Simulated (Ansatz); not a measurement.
# Geometry relaxation of GeBH₅

System: GeBH₅.
Method: HF/3-21G, RHF (Ansatz 0.2.0).

The geometry comes from this level: PBE0-D4/def2-TZVP. Figures and captions count atoms from 1; the log counts them from 0 in places.

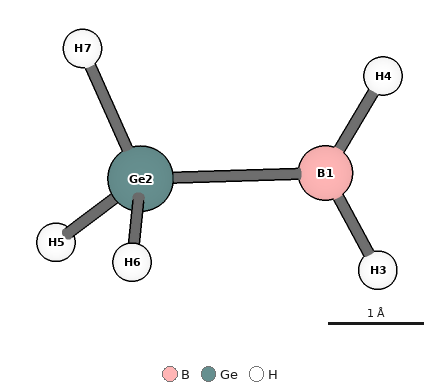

Fig. 1: The structure as given in the input (ball-and-stick view, seen at a tilt; atoms are numbered from 1 in the order of the input). Sticks mark near contacts. Bond lengths as drawn: B–Ge 2.06 Å, B–H 1.19 Å and Ge–H 1.54 Å.

Key numbers:

| quantity | value |
| --- | --- |
| outcome | converged |
| total energy | −2092.740273 hartree |
| basis functions | 42 |
| largest force | 0.001 eV/Å |
| SCF solution under orbital rotations | stable |
| HOMO | −11.03 eV |
| LUMO | 1.41 eV |
| dipole moment | 0.52 D |
| hardware | 1 thread of Arm Neoverse V2, 24 GiB of memory available, shared host |
| wall time | 2.5 s |
| peak memory | 0.092 GiB |

The input:
```yaml
crystal:
  periodic: [false, false, false]
  atoms:
    - {symbol: B, position_ang: [0.007500, -1.219800, 0.268100]}
    - {symbol: Ge, position_ang: [0.048900, 0.786100, -0.183400]}
    - {symbol: H, position_ang: [-1.044400, -1.784600, 0.312800]}
    - {symbol: H, position_ang: [0.997700, -1.849300, 0.488600]}
    - {symbol: H, position_ang: [-0.601100, 1.019700, -1.562200]}
    - {symbol: H, position_ang: [-0.799800, 1.566200, 0.840700]}
    - {symbol: H, position_ang: [1.452500, 1.413700, -0.210300]}
basis:
  gaussian:
    orbitals: 3-21G.json
hamiltonian:
  xc: hf
relax:
  f_tol: 0.002
output: {orbitals: {seedname: orbitals}}
```

Run as:
```bash
ansatz run job.yaml --threads 1 --pin off --max-ram 3480MiB --events-out events.jsonl --progress --plain --runs-dir runs
```

Log:
```
The last accepted step is kept in runs//last_step.txt (removed where the run ends without a failure and the disk answers)
Functional definition: HF
  name "HF"
  exchange = exact_x
  correlation = 0
451 factors; integrals over basis functions are off by at most 5.9e-4 eV
mean field evaluation 1: about -56945.6755 eV, gradient 1.1e1 eV
mean field evaluation 2: about -56945.7331 eV, gradient 1.1e1 eV
mean field evaluation 4: about -56946.3512 eV, gradient 3.4e-1 eV
mean field evaluation 8: about -56946.3525 eV, gradient 2.3e-4 eV
mean field -56946.35253069 eV, -2092.7398558786 hartree, gradient 1.2e-5 eV, S^2 0.000000; 0 other end points of the search recorded, 0 dependent functions left out
the calculation of the forces begins
reference -56946.35253069 eV, -2092.7398558786 hartree; 21, 21 occupied and 21, 21 virtual orbitals, 451 factors
relax step   1: F+E_penalty+E_count = -56946.35253069 eV  Δ(F+E_penalty+E_count) = +0.000e0 eV  max|allowed force component| = 5.471e-1 eV/Å  Δτ_max = 0.0000 Å  (27 SCF iters, accepted)
these checks for a lower state are left out or cut short: starts, cluster_reference, orbital_swaps, neighbouring_geometries, increment
451 factors; integrals over basis functions are off by at most 5.9e-4 eV
mean field evaluation 16: about -56946.3618 eV, gradient 5.0e-6 eV
mean field -56946.36177836 eV, -2092.7401957245 hartree, gradient 1.2e-5 eV, S^2 0.000000; 0 other end points of the search recorded, 0 dependent functions left out
the calculation of the forces begins
reference -56946.36177836 eV, -2092.7401957245 hartree; 21, 21 occupied and 21, 21 virtual orbitals, 451 factors
relax step   2: F+E_penalty+E_count = -56946.36177836 eV  Δ(F+E_penalty+E_count) = -9.248e-3 eV  max|allowed force component| = 1.479e-1 eV/Å  Δτ_max = 0.0301 Å  (28 SCF iters, accepted)
these checks for a lower state are left out or cut short: starts, cluster_reference, orbital_swaps, neighbouring_geometries, increment
451 factors; integrals over basis functions are off by at most 5.9e-4 eV
mean field -56946.36366399 eV, -2092.7402650199 hartree, gradient 1.2e-5 eV, S^2 0.000000; 0 other end points of the search recorded, 0 dependent functions left out
the calculation of the forces begins
reference -56946.36366399 eV, -2092.7402650199 hartree; 21, 21 occupied and 21, 21 virtual orbitals, 451 factors
relax step   3: F+E_penalty+E_count = -56946.36366399 eV  Δ(F+E_penalty+E_count) = -1.886e-3 eV  max|allowed force component| = 1.816e-2 eV/Å  Δτ_max = 0.0168 Å  (28 SCF iters, accepted)
these checks for a lower state are left out or cut short: starts, cluster_reference, orbital_swaps, neighbouring_geometries, increment
451 factors; integrals over basis functions are off by at most 5.9e-4 eV
mean field -56946.36353610 eV, -2092.7402603200 hartree, gradient 1.2e-5 eV, S^2 0.000000; 0 other end points of the search recorded, 0 dependent functions left out
the calculation of the forces begins
reference -56946.36353610 eV, -2092.7402603200 hartree; 21, 21 occupied and 21, 21 virtual orbitals, 451 factors
relax step   4: F+E_penalty+E_count = -56946.36353610 eV  Δ(F+E_penalty+E_count) = +1.279e-4 eV  max|allowed force component| = 2.867e-2 eV/Å  Δτ_max = 0.0261 Å  (29 SCF iters, rejected (line search))
these checks for a lower state are left out or cut short: starts, cluster_reference, orbital_swaps, neighbouring_geometries, increment
451 factors; integrals over basis functions are off by at most 5.9e-4 eV
mean field evaluation 32: about -56946.2911 eV, gradient 5.0e-1 eV
mean field -56946.36358458 eV, -2092.7402621017 hartree, gradient 1.2e-5 eV, S^2 0.000000; 0 other end points of the search recorded, 0 dependent functions left out
the calculation of the forces begins
reference -56946.36358458 eV, -2092.7402621017 hartree; 21, 21 occupied and 21, 21 virtual orbitals, 451 factors
relax step   5: F+E_penalty+E_count = -56946.36358458 eV  Δ(F+E_penalty+E_count) = +7.941e-5 eV  max|allowed force component| = 4.832e-2 eV/Å  Δτ_max = 0.0130 Å  (29 SCF iters, rejected (line search))
these checks for a lower state are left out or cut short: starts, cluster_reference, orbital_swaps, neighbouring_geometries, increment
451 factors; integrals over basis functions are off by at most 5.9e-4 eV
mean field -56946.36383678 eV, -2092.7402713698 hartree, gradient 1.4e-5 eV, S^2 0.000000; 0 other end points of the search recorded, 0 dependent functions left out
the calculation of the forces begins
reference -56946.36383678 eV, -2092.7402713698 hartree; 21, 21 occupied and 21, 21 virtual orbitals, 451 factors
relax step   6: F+E_penalty+E_count = -56946.36383678 eV  Δ(F+E_penalty+E_count) = -1.728e-4 eV  max|allowed force component| = 6.546e-3 eV/Å  Δτ_max = 0.0064 Å  (22 SCF iters, accepted)
these checks for a lower state are left out or cut short: starts, cluster_reference, orbital_swaps, neighbouring_geometries, increment
451 factors; integrals over basis functions are off by at most 5.9e-4 eV
mean field -56946.36387144 eV, -2092.7402726437 hartree, gradient 8.0e-6 eV, S^2 0.000000; 0 other end points of the search recorded, 0 dependent functions left out
the calculation of the forces begins
reference -56946.36387144 eV, -2092.7402726437 hartree; 21, 21 occupied and 21, 21 virtual orbitals, 451 factors
relax step   7: F+E_penalty+E_count = -56946.36387144 eV  Δ(F+E_penalty+E_count) = -3.467e-5 eV  max|allowed force component| = 7.012e-4 eV/Å  Δτ_max = 0.0046 Å  (23 SCF iters, accepted)
```

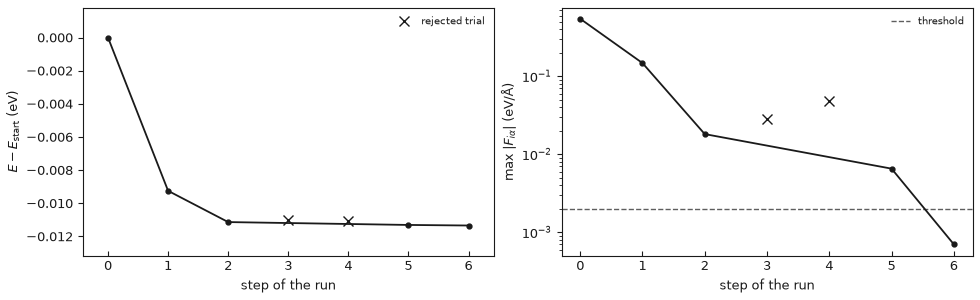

Fig. 2: Progress of the relaxation, step by step (the first geometry is step 0 here and step 1 in the log).

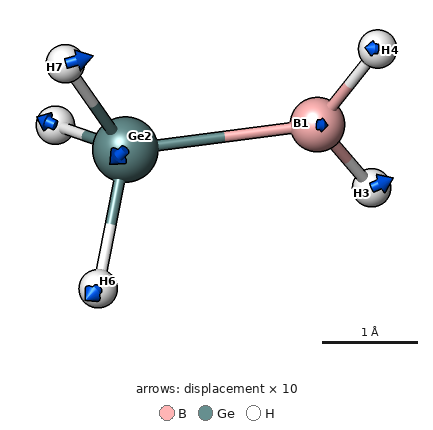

Fig. 3: The starting structure with the displacements as blue arrows, magnified 10 times (ball-and-stick view, seen at a tilt). The two geometries are laid on each other by the best rigid fit. Over 6 geometry steps the energy falls by 0.011 eV. Largest force component: 0.55 eV/Å at the start, 0.0007 eV/Å at the end. The line search rejected the trial steps at points 3, 4 (counted from 0) and went back. The atom that moves furthest after the best rigid fit is H7 (0.032 Å). By element the largest moves are H 0.032 Å, Ge 0.027 Å, B 0.013 Å. Among the contacts that change: B1–Ge2 2.057 → 2.086 Å, B1–H3 1.195 → 1.187 Å. Among the angles that change: B1–Ge2–H7 114.9° → 112.3°. (Atoms are counted from 1 in the order of the input.)

```
451 factors; integrals over basis functions are off by at most 5.9e-4 eV
mean field -56946.36387144 eV, -2092.7402726437 hartree, gradient 8.0e-6 eV, S^2 0.000000; 1 other end points of the search recorded, 0 dependent functions left out
the calculation of the forces begins
reference -56946.36387144 eV, -2092.7402726437 hartree; 21, 21 occupied and 21, 21 virtual orbitals, 451 factors
Total energy: -56946.36387144 eV, -2092.7402726437 hartree
Atom 0 at     0.003624    -1.231775     0.270428 Å, force     0.000501    -0.000303     0.000067 eV/Å
Atom 1 at     0.029021     0.803043    -0.189189 Å, force    -0.000226    -0.000701     0.000140 eV/Å
Atom 2 at    -1.033433    -1.808172     0.319446 Å, force     0.000193    -0.000151     0.000031 eV/Å
Atom 3 at     1.002906    -1.835109     0.485790 Å, force    -0.000488     0.000628    -0.000193 eV/Å
Atom 4 at    -0.599046     1.033894    -1.581611 Å, force    -0.000103     0.000286    -0.000205 eV/Å
Atom 5 at    -0.800379     1.586711     0.852196 Å, force    -0.000089     0.000509     0.000039 eV/Å
Atom 6 at     1.458607     1.383407    -0.202760 Å, force     0.000211    -0.000268     0.000122 eV/Å
Dipole moment:    -0.007219    -0.106044     0.023433 e Å
```

Trajectory as extended XYZ (Å, eV, eV/Å), 7 frames, from step=1 to step=7:
```
7
Properties=species:S:1:pos:R:3:forces:R:3 step=1 energy=-56946.35253
B     0.0075   -1.2198    0.2681    0.0398  -0.5471   0.1272
Ge    0.0489    0.7861   -0.1834   -0.1567   0.4238  -0.1118
H    -1.0444   -1.7846    0.3128    0.1590   0.0907  -0.0078
H     0.9977   -1.8493    0.4886   -0.1459   0.0932  -0.0324
H    -0.6011    1.0197   -1.5622    0.0100  -0.0301  -0.0944
H    -0.7998    1.5662    0.8407   -0.0065   0.0145   0.1000
H     1.4525    1.4137   -0.2103    0.1003  -0.0449   0.0191
7
Properties=species:S:1:pos:R:3:forces:R:3 step=2 energy=-56946.36178
B     0.0115   -1.2227    0.2690   -0.0725  -0.1479   0.0276
Ge    0.0269    0.8056   -0.1899    0.0680   0.0164   0.0014
H    -1.0339   -1.7881    0.3146    0.0349  -0.0035   0.0037
H     1.0000   -1.8453    0.4880   -0.0150   0.0633  -0.0154
H    -0.5982    1.0192   -1.5880   -0.0104   0.0308   0.0472
H    -0.8008    1.5767    0.8643   -0.0025   0.0070  -0.0563
H     1.4558    1.3867   -0.2037   -0.0023   0.0339  -0.0082
7
Properties=species:S:1:pos:R:3:forces:R:3 step=3 energy=-56946.36366
B     0.0045   -1.2311    0.2703   -0.0006  -0.0119   0.0031
Ge    0.0327    0.8046   -0.1892   -0.0179  -0.0182   0.0022
H    -1.0352   -1.8045    0.3182    0.0093   0.0168  -0.0032
H     0.9993   -1.8415    0.4871    0.0058   0.0110  -0.0021
H    -0.5986    1.0283   -1.5818    0.0026   0.0098   0.0076
H    -0.8000    1.5821    0.8549    0.0040   0.0056  -0.0104
H     1.4587    1.3942   -0.2053   -0.0032  -0.0132   0.0027
7
Properties=species:S:1:pos:R:3:forces:R:3 step=4 energy=-56946.36354 accepted=F
B     0.0036   -1.2314    0.2704   -0.0152   0.0037  -0.0026
Ge    0.0266    0.8031   -0.1894   -0.0107  -0.0081   0.0009
H    -1.0302   -1.8126    0.3206   -0.0071  -0.0066   0.0011
H     1.0063   -1.8289    0.4847    0.0051  -0.0061   0.0020
H    -0.6027    1.0408   -1.5798    0.0132  -0.0093  -0.0127
H    -0.8034    1.5921    0.8470    0.0107  -0.0023   0.0174
H     1.4611    1.3689   -0.1993    0.0040   0.0287  -0.0061
7
Properties=species:S:1:pos:R:3:forces:R:3 step=5 energy=-56946.36358 accepted=F
B     0.0059   -1.2329    0.2714   -0.0016   0.0119  -0.0102
Ge    0.0281    0.8017   -0.1889    0.0142   0.0055   0.0021
H    -1.0362   -1.8014    0.3178    0.0297  -0.0283   0.0113
H     1.0070   -1.8362    0.4857   -0.0483   0.0077  -0.0030
H    -0.5996    1.0330   -1.5815   -0.0013  -0.0041   0.0009
H    -0.8012    1.5862    0.8520   -0.0015  -0.0029   0.0006
H     1.4573    1.3815   -0.2023    0.0088   0.0103  -0.0017
7
Properties=species:S:1:pos:R:3:forces:R:3 step=6 energy=-56946.36384
B     0.0044   -1.2319    0.2700   -0.0002   0.0015   0.0065
Ge    0.0305    0.8032   -0.1891   -0.0045  -0.0036  -0.0015
H    -1.0344   -1.8053    0.3189    0.0029  -0.0008  -0.0019
H     1.0017   -1.8380    0.4867    0.0003   0.0031  -0.0030
H    -0.5989    1.0315   -1.5815    0.0001   0.0036   0.0012
H    -0.8002    1.5846    0.8531    0.0004   0.0013  -0.0024
H     1.4583    1.3879   -0.2038    0.0012  -0.0050   0.0011
7
Properties=species:S:1:pos:R:3:forces:R:3 step=7 energy=-56946.36387
B     0.0036   -1.2318    0.2704    0.0005  -0.0003   0.0001
Ge    0.0290    0.8030   -0.1892   -0.0002  -0.0007   0.0001
H    -1.0334   -1.8082    0.3194    0.0002  -0.0002   0.0000
H     1.0029   -1.8351    0.4858   -0.0005   0.0006  -0.0002
H    -0.5990    1.0339   -1.5816   -0.0001   0.0003  -0.0002
H    -0.8004    1.5867    0.8522   -0.0001   0.0005   0.0000
H     1.4586    1.3834   -0.2028    0.0002  -0.0003   0.0001
```

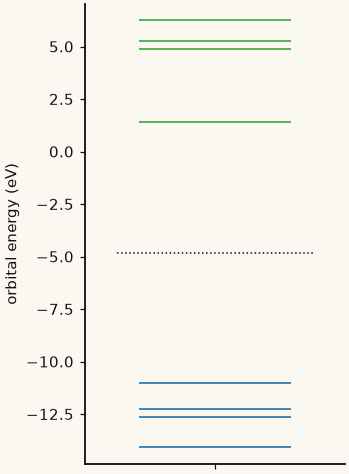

Fig. 4: Orbital energies near the frontier; the dotted line parts filled from empty levels, and levels within 0.02 eV of each other stand side by side. Highest filled −11.03 eV, lowest empty 1.41 eV, 12.44 eV apart.

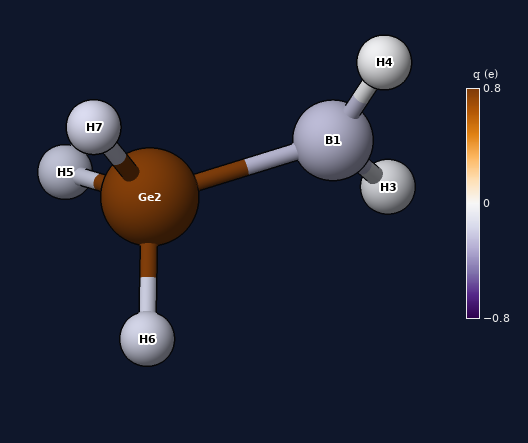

Fig. 5: Mulliken charges, as the colour of each atom (ball-and-stick view, seen at a tilt; atoms are numbered from 1 in the order of the input; Mulliken charges depend strongly on the basis). By element: B −0.23, Ge +0.77 and H −0.18 to −0.01 e.
